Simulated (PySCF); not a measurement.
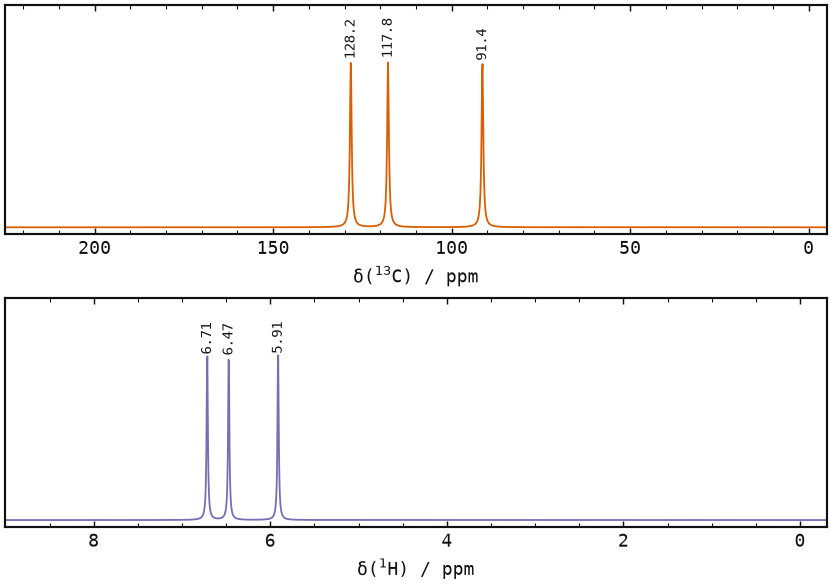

GIAO shifts, PBE/pcSseg-1, PySCF 2.14.0, at a PBE0-D3(BJ)/def2-SVP geometry (no frequency check), against TMS for ¹³C and TMS for ¹H computed at the same level. Gas phase, fully decoupled, line heights follow the number of nuclei, widths are arbitrary (no quadrupolar broadening); values of one conformer, averaged over methyl-type rotors and exact or near symmetry. Protons on N, O or S are those of the isolated molecule, without hydrogen bonds to neighbours or exchange.

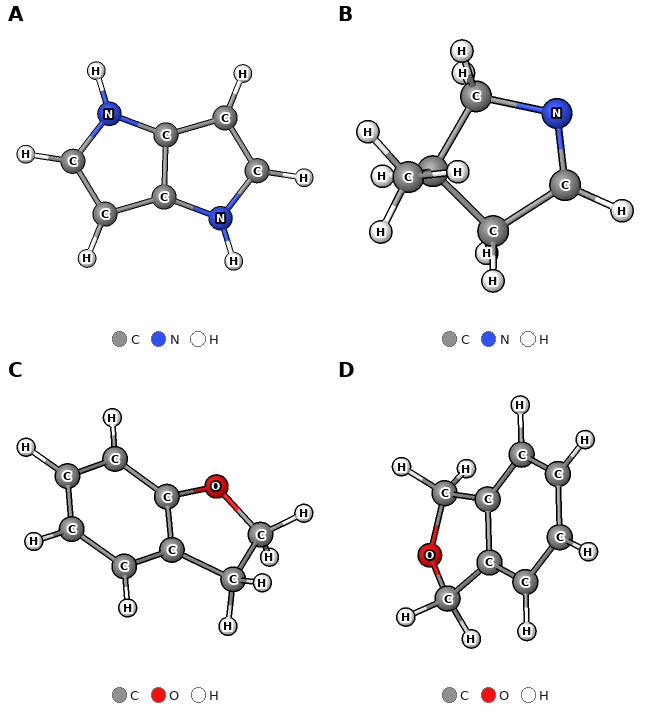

> Which structure fits the spectrum? Choose among the lettered structures.

Structure A, C₆H₆N₂, SMILES c1cc2[nH]ccc2[nH]1. Its ¹³C signals: 128.2 (2 C), 117.8 (2 C), 91.4 (2 C) ppm. Its ¹H signals: 6.71 (2 H), 6.47 (2 H), 5.91 (2 H) ppm.
